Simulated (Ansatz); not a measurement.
**C2H3FGe (SMILES C#[C][GeH2][F]): B2PLYP/cc-pVDZ**

Aim: the electronic atomisation energy of C2H3FGe at B2PLYP/cc-pVDZ, from 5 runs. 

Program for the calculation: Ansatz 0.2.0.

63 further runs of the same task are left out: 63 set aside as unsound or not needed. Runs told in other sessions of the task aren't counted.

## Step 1: Starting point

C2H3FGe: 7 atoms, total charge 0, spin state singlet. SMILES: `C#[C][GeH2][F]`. Geometry: relaxed at PBE0-D4/def2-TZVP.

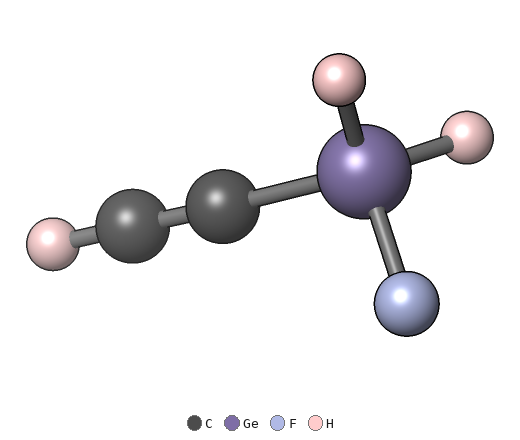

The structure, seen from a chosen angle (carbon dark grey, germanium purple, fluorine light blue, hydrogen pink).

## Step 2: A single-point energy at B2PLYP/cc-pVDZ

molecule.yaml

```yaml
crystal:
  periodic: [false, false, false]
  atoms:
    - {symbol: C, position_ang: [1.589600, -1.011400, 0.749400]}
    - {symbol: C, position_ang: [0.653200, -0.399300, 0.302800]}
    - {symbol: Ge, position_ang: [-0.795200, 0.603200, -0.384600]}
    - {symbol: F, position_ang: [-1.928600, -0.538300, -1.040400]}
    - {symbol: H, position_ang: [2.414700, -1.560800, 1.142300]}
    - {symbol: H, position_ang: [-1.525800, 1.349500, 0.733200]}
    - {symbol: H, position_ang: [-0.346600, 1.489200, -1.548300]}
basis:
  gaussian:
    orbitals: cc-pVDZ
hamiltonian:
  xc: {name: B2PLYP}
correlation:
  frozen_orbitals: {C: 1, F: 1, Ge: 9, H: 0}
accuracy: high
output: {orbitals: {seedname: orbitals}}
```

Launch:

```sh
$ ansatz run molecule.yaml --threads 1 --pin off --max-ram 2610MiB --events-out events.jsonl --progress --plain --runs-dir runs
```

Standard output:

```text
Warning: RAYON_NUM_THREADS=1 ignored (pool sized by the plan → 1); use --threads N
Functional definition: B2PLYP
  name "B2PLYP"
  parameter a = 0.53
  parameter c = 0.27
  exchange = (1 - a)*b88_x + a*exact_x
  correlation = (1 - c)*lyp_c + c*(mp2_os + mp2_ss)
1814 factors; integrals over basis functions are off by at most 4.7e-9 eV
mean field evaluation 1: about -61331.9851 eV, gradient 3.9e1 eV
mean field evaluation 2: about -61332.3445 eV, gradient 3.9e1 eV
mean field evaluation 4: about -61335.5781 eV, gradient 4.6e0 eV
mean field evaluation 8: about -61335.6349 eV, gradient 6.2e-1 eV
mean field evaluation 16: about -61335.6359 eV, gradient 4.5e-5 eV
mean field -61335.63591103 eV, -2254.0430449431 hartree, gradient 2.6e-8 eV, S^2 0.000000; 0 other end points of the search recorded, 0 dependent functions left out
12 core orbitals not correlated: weight in the atoms' cores, before any rotation towards them, 1.000 or more for the frozen orbitals, at most 0.000 for the correlated occupied ones
reference -61335.63593520 eV, -2254.0430458314 hartree; 16, 16 occupied and 56, 56 virtual orbitals, 1814 factors
second order -18.59836718 eV of doubles, -0.00000000 eV of singles
Total energy: -61340.65749434 eV, -2254.2275847261 hartree
```

It took 4.2 s on 1 thread of AMD EPYC 9R45 (Zen 5), shared host; peak memory 0.29 GiB.

## Step 3: The C atom

molecule.yaml

```yaml
crystal:
  periodic: [false, false, false]
  atoms:
    - {symbol: C, position_ang: [0.000000, 0.000000, 0.000000]}
basis:
  gaussian:
    orbitals: cc-pVDZ
hamiltonian:
  xc: {name: B2PLYP}
accuracy: high
correlation:
  frozen_orbitals: {C: 1}
magnetization:
  spin_polarized: true
  initial_magnetization: 2
```

Run the same way, it converges to -37.81596 Eh (log not shown).

## Step 4: The F atom, same level

input.yaml

```yaml
crystal:
  periodic: [false, false, false]
  atoms:
    - {symbol: F, position_ang: [0.000000, 0.000000, 0.000000]}
basis:
  gaussian:
    orbitals: cc-pVDZ
correlation:
  frozen_orbitals: {F: 1}
hamiltonian:
  xc: {name: B2PLYP}
magnetization:
  spin_polarized: true
  initial_magnetization: 1
accuracy: high
```

Run the same way, it converges to -99.66092 Eh (log not shown).

## Step 5: The Ge atom

job.yaml

```yaml
crystal:
  periodic: [false, false, false]
  atoms:
    - {symbol: Ge, position_ang: [0.000000, 0.000000, 0.000000]}
basis:
  gaussian:
    orbitals: cc-pVDZ
magnetization:
  spin_polarized: true
  initial_magnetization: 2
hamiltonian:
  xc: {name: B2PLYP}
correlation:
  frozen_orbitals: {Ge: 9}
accuracy: high
```

Run the same way, it converges to -2076.48233 Eh (log not shown).

## Step 6: The H atom at the same level

run.yaml

```yaml
basis:
  gaussian:
    orbitals: cc-pVDZ
crystal:
  periodic: [false, false, false]
  atoms:
    - {symbol: H, position_ang: [0.000000, 0.000000, 0.000000]}
magnetization:
  spin_polarized: true
  initial_magnetization: 1
hamiltonian:
  xc: {name: B2PLYP}
correlation:
  frozen_orbitals: {H: 0}
accuracy: high
```

Run the same way, it converges to -0.49793 Eh (log not shown).

## Step 7: What came out

At B2PLYP/cc-pVDZ, 12 core orbitals frozen:

| quantity | value |
| --- | --- |
| molecule: total energy | -2254.22758 Eh |
| molecule: HOMO energy (SCF part's orbitals) | -9.43 eV |
| molecule: LUMO energy (SCF part's orbitals) | 0.72 eV |
| molecule: HOMO–LUMO gap (SCF part's orbitals) | 10.15 eV |
| C atom: total energy | -37.81596 Eh |
| C atom: ⟨S²⟩ | 2.004 |
| F atom: total energy | -99.66092 Eh |
| F atom: ⟨S²⟩ | 0.751 |
| Ge atom: total energy | -2076.48233 Eh |
| Ge atom: ⟨S²⟩ | 2.004 |
| H atom: total energy | -0.49793 Eh |
| H atom: ⟨S²⟩ | 0.750 |
| electronic atomisation energy | 26.086 eV |

Taking the molecule apart into free atoms costs 26.09 eV (2517 kJ/mol), before zero-point energy and without spin-orbit coupling.
